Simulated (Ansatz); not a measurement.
## A hypothetical structure for ScMn2Ni2Ge

This structure for ScMn2Ni2Ge is made up. Its elements were placed in a known structure type with a cell scaled to their sizes. What cell does the guess relax to, and how far off was it?

Program: Ansatz 0.2.0. Level of theory: DFT, PBEsol, plane-wave PAW, files of the set soft_1, scalar-relativistic, ferromagnetic start, cell and ions relaxed at zero pressure; PAW set soft_1, in the first sound run; inputs show where later runs differ. Results are calculated unless marked as measured.

## 1. The structure

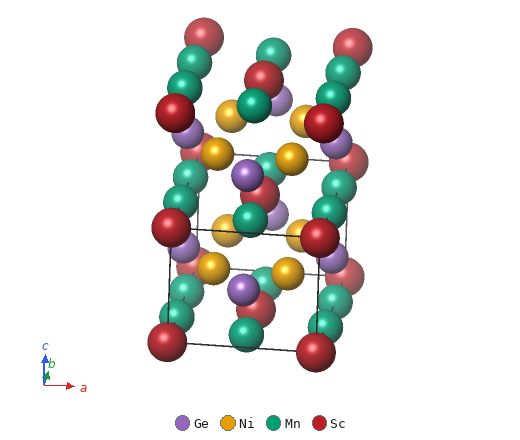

Start, viewed slightly off an axis; germanium purple, nickel orange, manganese teal, scandium red. 1×1×2 cells are drawn. This picture shows the conventional cell, with its axes. Some periodic images of atoms are drawn too.

Coordinates:

```cif
data_structure
_symmetry_space_group_name_H-M 'P 1'
_symmetry_Int_Tables_number 1
_cell_length_a 4.7895
_cell_length_b 4.7895
_cell_length_c 4.0710
_cell_angle_alpha 90.000
_cell_angle_beta 90.000
_cell_angle_gamma 116.466
_cell_volume 83.60
loop_
_atom_site_label
_atom_site_type_symbol
_atom_site_fract_x
_atom_site_fract_y
_atom_site_fract_z
_atom_site_occupancy
Ge1 Ge 0.50000 0.50000 0.50000 1
Ni2 Ni 0.00000 0.50000 0.50000 1
Ni3 Ni 0.50000 0.00000 0.50000 1
Mn4 Mn 0.66740 0.33260 0.00000 1
Mn5 Mn 0.33260 0.66740 0.00000 1
Sc6 Sc 0.00000 0.00000 0.00000 1
```

## 2. Relaxation of the guess

The guessed cell has no reason to be at equilibrium. It is relaxed with the atoms, within the space group of the guess.

input.yaml

```yaml
crystal:
  lattice:
    - [2.5215, -4.072, 0.0]
    - [2.5215, 4.072, 0.0]
    - [0.0, 0.0, 4.071]
  atoms:
    - { symbol: Ge, position: [0.5, 0.5, 0.5] }
    - { symbol: Ni, position: [0.0, 0.5, 0.5], spin: 1.0 }
    - { symbol: Ni, position: [0.5, 0.0, 0.5], spin: 1.0 }
    - { symbol: Mn, position: [0.6674, 0.3326, 0.0], spin: 4.0 }
    - { symbol: Mn, position: [0.3326, 0.6674, 0.0], spin: 4.0 }
    - { symbol: Sc, position: [0.0, 0.0, 0.0] }
magnetization:
  spin_polarized: true
kpoints:
  mp_grid: { grid: [6, 6, 7] }
scf:
  occupations: { method: fermi_dirac, width: 0.05 }
hamiltonian:
  xc: pbesol
  pseudopotentials: { kind: paw, azcp: { folder: soft_1 }, xc_functional: pbe }
relax:
  f_tol: 0.015
  max_steps: 70
  cell: {}
output:
  forces: true
  stress: true
```

Command:

```sh
$ ansatz run input.yaml --threads 4 --pin off --max-ram 10240MiB --backend cpu --events-out ev --progress --plain --runs-dir out
```

Numbers of over 12 decimals in the logs are rounded to 6 here.

Output:

```text
Engine: ansatz 0.2.0, aarch64-unknown-linux-gnu
Pseudopotentials: kind: paw
Pseudopotential: Ge, paw, valence charge 14, recommended cutoff 420 eV (normal), soft_1/Ge.paw.azcp
Pseudopotential: Ni, paw, valence charge 18, recommended cutoff 420 eV (normal), soft_1/Ni.paw.azcp
Pseudopotential: Mn, paw, valence charge 15, recommended cutoff 420 eV (normal), soft_1/Mn.paw.azcp
Pseudopotential: Sc, paw, valence charge 11, recommended cutoff 420 eV (normal), soft_1/Sc.paw.azcp
Functional definition: PBEsol
  exchange = pbesol_x
  correlation = pbesol_c
Crystal: 6 atoms, lattice volume = 83.598 Å³
Basis set: ecut = 420 eV, 1617 PW (Γ), exchange–correlation on 72×72×60 points (8 copies of the dense FFT grid, shifted against one another)
Bands: 61, of which v1, the nominal top of the filled ones, is band 46 counted from 1 (45 counted from 0)
Symmetry: 8 space group operations
Space group: Cmmm (ITA 65), of the structure as read, at distance tolerance 4.4e-5 Å
Magnetic group: BNS 65.481 (UNI 579), of the structure as read, at distance tolerance 4.4e-5 Å
k-points: 52 of 252
Non-local potential: Ge, projectors of the file, l = 0: 2, l = 1: 2, l = 2: 3, l = 3: 1
Non-local potential: Ni, projectors of the file, l = 0: 3, l = 1: 2, l = 2: 3, l = 3: 1
Non-local potential: Mn, projectors of the file, l = 0: 3, l = 1: 2, l = 2: 3, l = 3: 1
Non-local potential: Sc, projectors of the file, l = 0: 3, l = 1: 2, l = 2: 3, l = 3: 1
PAW form: soft (Blöchl's): semilocal exchange-correlation on the pseudo side does not see the compensation charge
PAW frozen core: Ge, regenerated for the run's functional, and the local potential with it (the file was generated under x = pbe(κ = 0.804, μ = 0.219515), c = pbe(β = 0.066725))
PAW frozen core: Ni, regenerated for the run's functional, and the local potential with it (the file was generated under x = pbe(κ = 0.804, μ = 0.219515), c = pbe(β = 0.066725))
PAW frozen core: Mn, regenerated for the run's functional, and the local potential with it (the file was generated under x = pbe(κ = 0.804, μ = 0.219515), c = pbe(β = 0.066725))
PAW frozen core: Sc, regenerated for the run's functional, and the local potential with it (the file was generated under x = pbe(κ = 0.804, μ = 0.219515), c = pbe(β = 0.066725))
PAW one-centre angular grid: Ge, 590 points (default); XC on 64 Gauss nodes
PAW one-centre angular grid: Ni, 590 points (default); XC on 64 Gauss nodes
PAW one-centre angular grid: Mn, 590 points (default); XC on 64 Gauss nodes
PAW one-centre angular grid: Sc, 590 points (default); XC on 64 Gauss nodes
Initial density: superposition of atomic densities (chi_scale 0.1, normalization cell)
Starting moments: Σ|m| = 10 μB on 4 of 6 sites
Initial wavefunctions: pseudopotential atomic-orbital guess
Functional: x = pbesol(κ = 0.804, μ = 0.123457), c = pbesol(β = 0.046)
SCF iter   1: F=—  HF=-25710.873565 eV  |F-HF|=—  |Δ(HF+E_count)|=         —  Δρ=5.45e-2 (↑5.45e-2 ↓3.54e-2)  dr2=2.94e0  dr2_m=8.46e-1  M=7.743 μB ∫|m|=8.453 μB  β_m=0.30  ethr=3.10e-3  ⟨swp⟩=5.6  Hψ=20098  notcnv=0  defer=36
Mixer restart at iter 1: flushing history
preconditioner: auto → Kerker (q_TF=auto, 2.767 Å⁻¹)  [metal: Δε(μ)=0.005 eV  Ē_g=13.042 eV  σ=0.050 eV  W_gap=0.02  n_scr=26 (ndim 8)  ℏωp=30.7 eV  f_vac=0.000  D(μ)=4.23/eV (n_scr^D=34)]
spin=Collinear: Kerker preconditioning applied to the charge; magnetization (m = ρ↑ − ρ↓) channel mixes plain (no charge-response kernel on spin).
SCF iter   2: F=—  HF=-25710.806393 eV  |F-HF|=—  |Δ(HF+E_count)|=   6.72e-2  Δρ=3.18e-2 (↑2.82e-2 ↓3.18e-2)  dr2=1.98e0  dr2_m=4.71e-1  M=7.520 μB ∫|m|=8.287 μB  β_m=0.44  ethr=3.10e-3  ⟨swp⟩=2.0  Hψ=8357  notcnv=0  defer=542
SCF iter   3: F=—  HF=-25712.337395 eV  |F-HF|=—  |Δ(HF+E_count)|=    1.53e0  Δρ=2.86e-2 (↑1.75e-2 ↓2.86e-2)  dr2=1.52e0  dr2_m=2.95e-1  M=7.180 μB ∫|m|=8.031 μB  β_m=0.52  ethr=2.18e-3  ⟨swp⟩=2.0  Hψ=7350  notcnv=0  defer=542
SCF iter   4: F=—  HF=-25713.687505 eV  |F-HF|=—  |Δ(HF+E_count)|=    1.35e0  Δρ=2.58e-2 (↑1.87e-2 ↓2.58e-2)  dr2=1.07e0  dr2_m=1.77e-1  M=6.563 μB ∫|m|=7.464 μB  β_m=0.44  ethr=1.67e-3  ⟨swp⟩=2.4  Hψ=9247  notcnv=0  defer=495
SCF iter   5: F=—  HF=-25713.611342 eV  |F-HF|=—  |Δ(HF+E_count)|=   7.62e-2  Δρ=1.25e-2 (↑1.25e-2 ↓7.95e-3)  dr2=1.23e-1  dr2_m=4.73e-2  M=6.053 μB ∫|m|=7.015 μB  β_m=0.64  ethr=1.18e-3  ⟨swp⟩=2.5  Hψ=9683  notcnv=0  defer=494
SCF iter   6: F=—  HF=-25713.673346 eV  |F-HF|=—  |Δ(HF+E_count)|=         —  Δρ=1.79e-2 (↑1.79e-2 ↓8.26e-3)  dr2=2.54e-1  dr2_m=6.44e-2  M=5.648 μB ∫|m|=6.547 μB  β_m=0.64  ethr=1.35e-4  ⟨swp⟩=2.2  Hψ=11505  notcnv=0  defer=474
Mixer restart at iter 6: flushing history
SCF iter   7: F=—  HF=-25713.755638 eV  |F-HF|=—  |Δ(HF+E_count)|=   8.23e-2  Δρ=1.03e-2 (↑5.00e-3 ↓1.03e-2)  dr2=9.20e-2  dr2_m=7.35e-3  M=5.684 μB ∫|m|=6.550 μB  β_m=0.57  ethr=1.35e-4  ⟨swp⟩=2.9  Hψ=12634  notcnv=0  defer=474
SCF iter   8: F=—  HF=-25713.718331 eV  |F-HF|=—  |Δ(HF+E_count)|=   3.73e-2  Δρ=6.66e-3 (↑6.66e-3 ↓4.87e-3)  dr2=7.78e-2  dr2_m=2.96e-3  M=5.682 μB ∫|m|=6.536 μB  β_m=0.53  ethr=1.01e-4  ⟨swp⟩=2.2  Hψ=13273  notcnv=0  defer=475
SCF iter   9: F=—  HF=-25713.717800 eV  |F-HF|=—  |Δ(HF+E_count)|=   5.31e-4  Δρ=4.21e-3 (↑4.21e-3 ↓1.95e-3)  dr2=2.18e-2  dr2_m=2.31e-3  M=5.668 μB ∫|m|=6.507 μB  β_m=0.48  ethr=8.55e-5  ⟨swp⟩=2.0  Hψ=7621  notcnv=0  defer=475
SCF iter  10: F=—  HF=-25713.715942 eV  |F-HF|=—  |Δ(HF+E_count)|=   1.86e-3  Δρ=5.54e-4 (↑4.14e-4 ↓5.54e-4)  dr2=6.13e-4  dr2_m=7.82e-5  M=5.682 μB ∫|m|=6.510 μB  β_m=0.74  ethr=2.40e-5  ⟨swp⟩=2.0  Hψ=9160  notcnv=0  defer=475
SCF iter  11: F=—  HF=-25713.716204 eV  |F-HF|=—  |Δ(HF+E_count)|=   2.62e-4  Δρ=8.26e-4 (↑3.95e-4 ↓8.26e-4)  dr2=8.18e-4  dr2_m=4.02e-5  M=5.683 μB ∫|m|=6.507 μB  β_m=0.74  ethr=6.73e-7  ⟨swp⟩=2.0  Hψ=8919  notcnv=0  defer=475
SCF iter  12: F=—  HF=-25713.716121 eV  |F-HF|=—  |Δ(HF+E_count)|=   8.31e-5  Δρ=8.96e-5 (↑8.24e-5 ↓8.96e-5)  dr2=2.84e-5  dr2_m=2.22e-6  M=5.685 μB ∫|m|=6.507 μB  β_m=0.87  ethr=6.73e-7  ⟨swp⟩=2.0  Hψ=8088  notcnv=0  defer=475
SCF iter  13: F=—  HF=-25713.716121 eV  |F-HF|=—  |Δ(HF+E_count)|=   9.32e-8  Δρ=9.21e-5 (↑9.21e-5 ↓4.11e-5)  dr2=1.74e-5  dr2_m=7.56e-7  M=5.686 μB ∫|m|=6.507 μB  β_m=0.83  ethr=3.12e-8  ⟨swp⟩=2.0  Hψ=7983  notcnv=0  defer=475
SCF iter  14: F=—  HF=-25713.716118 eV  |F-HF|=—  |Δ(HF+E_count)|=   2.88e-6  Δρ=3.80e-5 (↑3.80e-5 ↓2.17e-5)  dr2=3.11e-6  dr2_m=2.30e-7  M=5.685 μB ∫|m|=6.506 μB  β_m=0.79  ethr=1.91e-8  ⟨swp⟩=2.0  Hψ=8921  notcnv=0  defer=475
[...]
SCF iter  10: F=—  HF=-25713.834095 eV  |F-HF|=—  |Δ(HF+E_count)|=   3.09e-8  Δρ=3.47e-6 (↑2.58e-6 ↓3.47e-6)  dr2=2.47e-8  dr2_m=2.40e-10  M=5.612 μB ∫|m|=6.348 μB  β_m=0.79  ethr=1.16e-10  ⟨swp⟩=2.0  Hψ=9328  notcnv=0
SCF iter  11: F=-25713.834095 eV  HF=-25713.834095 eV  |F-HF|=4.50e-7  |Δ(HF+E_count)|=   6.37e-8  Δρ=1.45e-5 (↑8.77e-6 ↓1.45e-5)  dr2=4.90e-7  dr2_m=8.43e-9  M=5.612 μB ∫|m|=6.348 μB  ethr=2.72e-11  ⟨swp⟩=2.4  Hψ=19917  notcnv=0
SCF 3 converged in 11 iterations: F = -25713.834095 eV  dr2 = 4.90e-7
relax step   3: F+E_penalty+E_count = -25713.83409501 eV  Δ(F+E_penalty+E_count) = -1.953e-2 eV  max|allowed force component| = 2.130e-2 eV/Å  Δτ_max = 0.0172 Å  P = +0.508 GPa  Ω = 81.296 Å³  energy of the carried Pulay correction = +1.945e-3 eV  (11 SCF iters, dr2 threshold 6.00e-7 eV, accepted)
[...]
relax step   4: F+E_penalty+E_count = -25713.83470125 eV  Δ(F+E_penalty+E_count) = -6.062e-4 eV  max|allowed force component| = 5.833e-3 eV/Å  Δτ_max = 0.0022 Å  P = -0.020 GPa  Ω = 81.630 Å³  energy of the carried Pulay correction = +1.660e-3 eV  (11 SCF iters, dr2 threshold 6.00e-7 eV, accepted)
[...]
relax step   5: F+E_penalty+E_count = -25713.83471876 eV  Δ(F+E_penalty+E_count) = -1.751e-5 eV  max|allowed force component| = 1.481e-3 eV/Å  Δτ_max = 0.0008 Å  P = +0.012 GPa  Ω = 81.617 Å³  energy of the carried Pulay correction = +1.670e-3 eV  (8 SCF iters, dr2 threshold 8.04e-9 eV, accepted)
[...]
relax step   6: F+E_penalty+E_count = -25713.83335857 eV  Δ(F+E_penalty+E_count) = +1.360e-3 eV  max|allowed force component| = 1.786e-3 eV/Å  Δτ_max = 0.0000 Å  P = +0.027 GPa  Ω = 81.617 Å³  stress off target by 6.29e-2 GPa  SCF on the basis re-selected at this cell (its energy is not comparable with the rows above)  (12 SCF iters)
[...]
relax step   7: F+E_penalty+E_count = -25713.83335024 eV  Δ(F+E_penalty+E_count) = +8.324e-6 eV  max|allowed force component| = 1.256e-4 eV/Å  Δτ_max = 0.0002 Å  P = -0.001 GPa  Ω = 81.632 Å³  energy of the carried Pulay correction = -1.380e-5 eV  (8 SCF iters, dr2 threshold 9.91e-9 eV, accepted)
iter 1 solved again at ethr=6.50e-8 eV; its pass at ethr=3.10e-3 eV (dr2=5.92e-5 eV) is discarded
SCF iter   1: F=—  HF=-25713.833342 eV  |F-HF|=—  |Δ(HF+E_count)|=         —  Δρ=5.60e-5 (↑5.60e-5 ↓5.39e-5)  dr2=2.03e-7  dr2_m=1.03e-9  M=5.659 μB ∫|m|=6.398 μB  β_m=0.65  ethr=6.50e-8  ⟨swp⟩=3.3  Hψ=38807  notcnv=0
preconditioner: auto → Kerker (q_TF=auto, 2.268 Å⁻¹)  [metal: Δε(μ)=0.007 eV  Ē_g=12.950 eV  σ=0.050 eV  W_gap=0.03  n_scr=20 (ndim 8)  ℏωp=31.0 eV  f_vac=0.000  D(μ)=5.00/eV (n_scr^D=46)]
spin=Collinear: Kerker preconditioning applied to the charge; magnetization (m = ρ↑ − ρ↓) channel mixes plain (no charge-response kernel on spin).
SCF iter   2: F=—  HF=-25713.833358 eV  |F-HF|=—  |Δ(HF+E_count)|=   1.60e-5  Δρ=2.00e-5 (↑2.00e-5 ↓1.93e-5)  dr2=2.96e-8  dr2_m=2.71e-10  M=5.659 μB ∫|m|=6.398 μB  β_m=0.65  ethr=2.24e-10  ⟨swp⟩=2.0  Hψ=11015  notcnv=0
SCF iter   3: F=—  HF=-25713.833359 eV  |F-HF|=—  |Δ(HF+E_count)|=   5.78e-7  Δρ=3.01e-6 (↑3.01e-6 ↓2.74e-6)  dr2=1.10e-8  dr2_m=2.53e-11  M=5.659 μB ∫|m|=6.398 μB  β_m=0.49  ethr=3.25e-11  ⟨swp⟩=2.1  Hψ=10644  notcnv=0
SCF iter   4: F=—  HF=-25713.833359 eV  |F-HF|=—  |Δ(HF+E_count)|=   1.68e-9  Δρ=1.71e-7 (↑1.71e-7 ↓1.50e-7)  dr2=2.00e-11  dr2_m=5.61e-12  M=5.659 μB ∫|m|=6.398 μB  β_m=0.55  ethr=1.21e-11  ⟨swp⟩=2.0  Hψ=10860  notcnv=0
SCF iter   5: F=—  HF=-25713.833359 eV  |F-HF|=—  |Δ(HF+E_count)|=   6.43e-8  Δρ=7.94e-8 (↑7.94e-8 ↓5.36e-8)  dr2=6.80e-12  dr2_m=1.87e-12  M=5.659 μB ∫|m|=6.398 μB  β_m=0.58  ethr=1.00e-12  ⟨swp⟩=1.0  Hψ=6344  notcnv=0
SCF iter   6: F=—  HF=-25713.833359 eV  |F-HF|=—  |Δ(HF+E_count)|=  1.09e-11  Δρ=3.39e-8 (↑3.39e-8 ↓2.22e-8)  dr2=1.62e-12  dr2_m=2.19e-13  M=5.659 μB ∫|m|=6.398 μB  β_m=0.79  ethr=1.00e-12  ⟨swp⟩=1.0  Hψ=6344  notcnv=0
SCF iter   7: F=—  HF=-25713.833359 eV  |F-HF|=—  |Δ(HF+E_count)|=  7.28e-12  Δρ=4.58e-8 (↑2.44e-8 ↓4.58e-8)  dr2=3.04e-12  dr2_m=3.32e-13  M=5.659 μB ∫|m|=6.398 μB  β_m=0.79  ethr=1.00e-12  ⟨swp⟩=1.0  Hψ=6344  notcnv=0
SCF iter   8: F=-25713.833359 eV  HF=-25713.833359 eV  |F-HF|=2.18e-11  |Δ(HF+E_count)|=  1.09e-11  Δρ=1.07e-7 (↑4.91e-8 ↓1.07e-7)  dr2=2.07e-11  dr2_m=6.59e-13  M=5.659 μB ∫|m|=6.398 μB  ethr=1.00e-12  ⟨swp⟩=2.0  Hψ=17048  notcnv=0
SCF 8 converged in 8 iterations: F = -25713.833359 eV  dr2 = 2.07e-11
relax step   8: F+E_penalty+E_count = -25713.83335860 eV  Δ(F+E_penalty+E_count) = -8.361e-6 eV  max|allowed force component| = 1.229e-4 eV/Å  Δτ_max = 0.0000 Å  P = -0.001 GPa  Ω = 81.632 Å³  stress off target by 1.49e-3 GPa  SCF on the basis re-selected at this cell (its energy is not comparable with the rows above)  (8 SCF iters)
basis re-selected at this cell: Δ(F+E_penalty+E_count) = -8.361e-6 eV, ΔP = +0.000 GPa vs the last step (what re-selecting the basis moved, of the pressure what is left beyond the Pulay correction that the steps carried, after the strain that the cell walked since its last selection, with what the two solves' SCF thresholds leave and, on support functions, any second-order correction that the steps lacked; it is no m [...]
SCF converged after 8 iterations
Magnetization: 5.6585 μB (48.3293 up, 42.6707 down)
Absolute magnetization: 6.4017 μB (∫|ρ↑−ρ↓|, with the PAW one-centre terms)
Spin contamination: 0.3225 ħ² per cell (⟨S²⟩ above its minimum at these occupations)
Per-site moments (μB) at R_I (Å): [(-0.049930, 0.998635), (0.379601, 0.998635), (0.379601, 0.998635), (2.464425, 1.005094), (2.464425, 1.005094), (-0.075707, 1.137582)]
Free energy (F): -25713.833359 eV
Harris-Foulkes:  -25713.833359 eV  (|F-HF|=2.18e-11)
Internal energy: -25713.792694 eV  (E = F + TS)
E sigma→0 (E₀):  -25713.813026 eV
Entropy (-TS):   -0.040665 eV (-6.777 meV/atom)
Fermi energy:    15.465764 eV
--- Per-component energies (eV) ---
  E_band       = -1278.516767
  E_kinetic    = 1624.656924
  E_local      = -13902.749429  (includes V_loc(G=0)·N_el)
  E_nonlocal   = 1051.703305
  E_hartree    = 6523.800118
  E_xc         = -601.654675
  E_vxc        = -745.179559  (∫ρ·V_xc dr)
  E_paw        = -8778.105043  (= ΣΔE_a)
  E_vpaw       = -2354.550106  (= ΣTr[D̂ρ^β])
  E_aug_tail   = 0.002115  (compensation charges beyond the density's cutoff)
  E_ewald      = -11633.226851
  E_core_change = 1.780843  (= ΣΔE_core)
  E_smearing   = -0.040665  (= −TS)
  E_closure    = -0.000000  (closes the sum)
  Σ components = -25713.833359   (vs F -25713.833359, Δ=0.00e0)
--- Forces (eV/Å), atoms counted from 1 ---
  atom   1  Ge    -0.00000000    -0.00000000     0.00000000
  atom   2  Ni     0.00000000     0.00000000     0.00000000
  atom   3  Ni    -0.00000000     0.00000000     0.00000000
  atom   4  Mn    -0.00000000     0.00012285     0.00000000
  atom   5  Mn     0.00000000    -0.00012285    -0.00000000
  atom   6  Sc     0.00000000     0.00000000     0.00000000
  max |Σ_I F_I| component: 1.39e-17 eV/Å
--- Stress (GPa, compression-positive) ---
        0.000315       0.000000      -0.000000
        0.000000      -0.001495       0.000000
       -0.000000       0.000000      -0.000580
  P = ⅓ Tr σ = -0.0006 GPa (-0.006 kbar)
--- Relaxed structure (6 steps of the walk, 6 accepted, 2 SCFs on fresh bases) ---
  F+E_penalty+E_count = -25713.83335860 eV   max|allowed force component| = 1.229e-4 eV/Å   (the final SCF, on the basis selected at the relaxed cell)
  cell:  # Å, volume = 81.6324 Å³
    - [2.432457, -4.186503, 0.0]
    - [2.432457, 4.186503, 0.0]
    - [0.0, 0.0, 4.008078]
  atoms:
    - { symbol: Ge, position: [0.5, 0.5, 0.500000] }
    - { symbol: Ni, position: [-5.551115123125783e-17, 0.5, 0.500000] }
    - { symbol: Ni, position: [0.5, -5.551115123125783e-17, 0.500000] }
    - { symbol: Mn, position: [0.670635, 0.329365, 0.0] }
    - { symbol: Mn, position: [0.329365, 0.670635, 0.0] }
    - { symbol: Sc, position: [0, 0, 0.0] }
```

It took 1.8 min on 4 threads of Arm Neoverse V1, shared host; peak memory 0.79 GiB.

Relaxation path:

```
step  energy less that of the first step (eV)  largest force component (eV/Å)  pressure (GPa)  volume (Å³)
   1                                   0.0000                          0.2584           -3.14        83.60
   2                                  -0.0984                          0.1911           -0.80        81.99
   3                                  -0.1180                          0.0213            0.51        81.30
   4                                  -0.1186                          0.0058           -0.02        81.63
   5                                  -0.1186                          0.0015            0.01        81.62
  6*                                  -0.1172                          0.0018            0.03        81.62
   7                                  -0.1172                          0.0001            0.00        81.63
  8*                                  -0.1172                          0.0001            0.00        81.63
```

Relaxation steps marked * repeat the geometry before them on a plane-wave basis chosen anew for their cell, so energy and pressure can jump there.

Forces are held to the 8 operations that the run works with; a distortion that breaks them can't arise in this run.

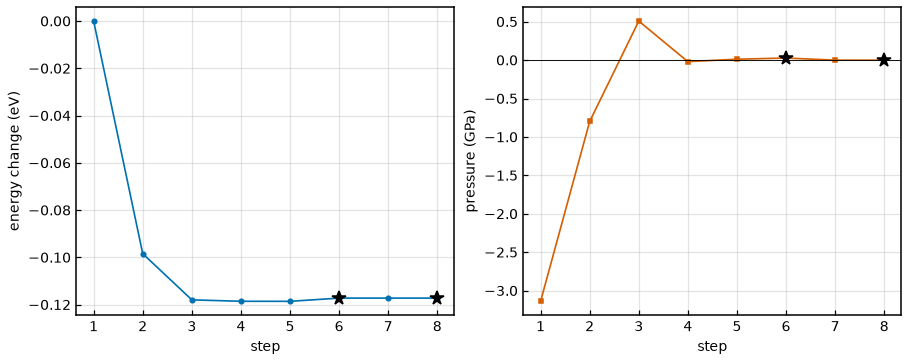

Energy and pressure along the relaxation. Stars mark steps on a basis chosen anew.

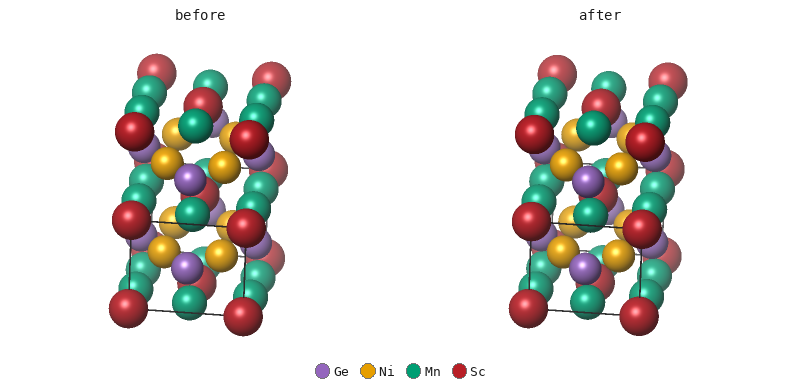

The structure before and after the relaxation, drawn at the same scale.

```
conventional cell, symmetrised  before  after  change
                         a (Å)   5.043  4.865  -3.5 %
                         b (Å)   8.144  8.373  +2.8 %
                         c (Å)   4.071  4.008  -1.5 %
              volume (Å³/atom)   13.93  13.61  -2.4 %
```

The atoms that moved most (Å, as changes of fractional coordinates times the final cell):

```
atom     dx      dy     dz  length
 Mn4  0.000  -0.027  0.000   0.027
 Mn5  0.000   0.027  0.000   0.027
```

The relaxed structure:

```xyz
6
Lattice="2.4325 -4.1865 0.0000 2.4325 4.1865 0.0000 0.0000 0.0000 4.0081" Properties=species:S:1:pos:R:3 pbc="T T T"
Ge    2.4325    0.0000    2.0040
Ni    1.2162    2.0933    2.0040
Ni    1.2162   -2.0933    2.0040
Mn    2.4325   -1.4287    0.0000
Mn    2.4325    1.4287    0.0000
Sc    0.0000    0.0000    0.0000
```

Numbers from this step:

```
free energy             : -25713.8334 eV
energy at zero smearing : -25713.8130 eV
smearing term TS        : 0.04066 eV
Fermi energy            : 15.47 eV
magnetization           : 5.659 μB
absolute magnetization  : 6.402 μB
site moments            : -0.04993, 0.3796, 0.3796, 2.464, 2.464, -0.07571 μB
electrons               : 91
symmetry operations     : 8
pressure                : -5.87e-4 GPa
```

Site moment by atom:

```
atom  site moment (μB)
 Ge1             -0.05
 Ni2              0.38
 Ni3              0.38
 Mn4              2.46
 Mn5              2.46
 Sc6             -0.08
```

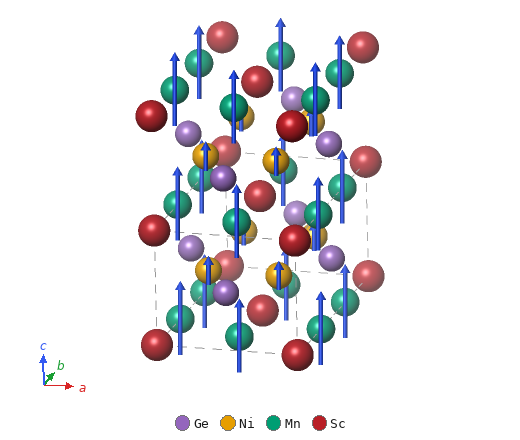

Site moment as arrows, the longest 2.46 μB. Up and down stand for the sign. Arrows give size and sign along the axis of quantisation, drawn up and down the page. Each arrow also spans its atom, so small moments look longer than they are. 1×1×2 conventional cells are drawn. Some periodic images of atoms are drawn too.

Shortest distances by pair of elements, guess and relaxed (not always the same contact):

```
 pair  guess (Å)  relaxed (Å)
Ge–Ni      2.395        2.421
Ni–Ni      2.522        2.432
Mn–Ni      2.487        2.437
Ge–Mn      2.450        2.461
Mn–Sc      2.709        2.758
```

The relaxation ends with a largest force component of 1.2e-4 eV/Å and a pressure of 0.00 GPa.

(Part 1 of 2 ends here.)

[Logs are printed without paths, hosts, clocks, repeated set-up lines and the standing remarks that a program may print on its own settings, such as how far it seeks lower states.]

[Hosts, paths, dates, database ids (printed as entryN), source tags and the programs' standing remarks are cut or masked in the printed files.]
